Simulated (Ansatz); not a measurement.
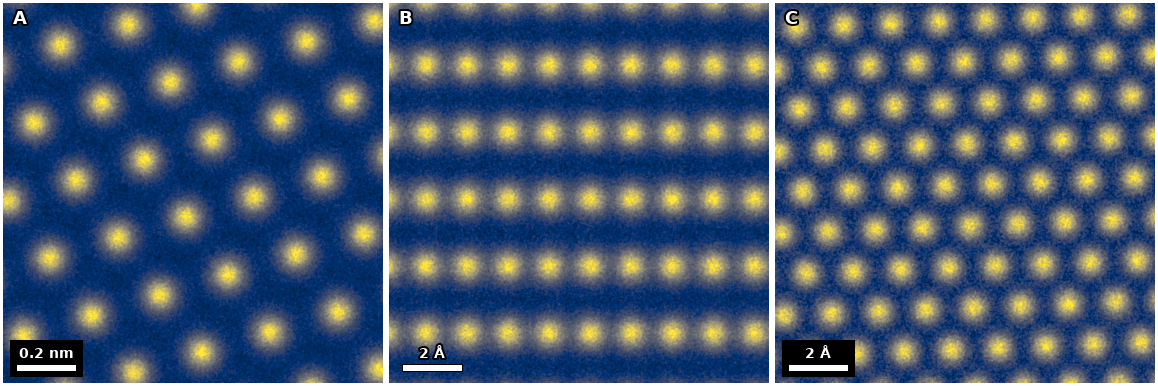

Three views of Pt (Fm-3m, No. 225) along different zone axes. Simulated as the projected potential of neutral atoms (B = 0.3 Å²) blurred by a 0.58 Å probe, the thin-sample limit of integrated differential phase contrast. The display is stretched by a gamma of 0.8; percentages refer to the linear signal. Shot noise was added. Model: the input geometry of an electronic-structure calculation (not necessarily at equilibrium).

```cif
data_structure
_symmetry_space_group_name_H-M 'Fm-3m'
_symmetry_Int_Tables_number 225
_cell_length_a 3.9724
_cell_length_b 3.9724
_cell_length_c 3.9724
_cell_angle_alpha 90.000
_cell_angle_beta 90.000
_cell_angle_gamma 90.000
_cell_volume 62.68
loop_
_atom_site_label
_atom_site_type_symbol
_atom_site_symmetry_multiplicity
_atom_site_Wyckoff_symbol
_atom_site_fract_x
_atom_site_fract_y
_atom_site_fract_z
_atom_site_occupancy
Pt1 Pt 4 a 0.00000 0.00000 0.00000 1
```

**Match the panels to the zone axes [110], [111] and [211].**

A is [110]: projected cell 2.43 × 2.43 Å, 109°, plane group c2mm. B is [211]: projected cell 1.40 × 2.29 Å, 90°, plane group p2mm. C is [111]: projected cell 1.62 × 1.62 Å, 120°, plane group p6mm.
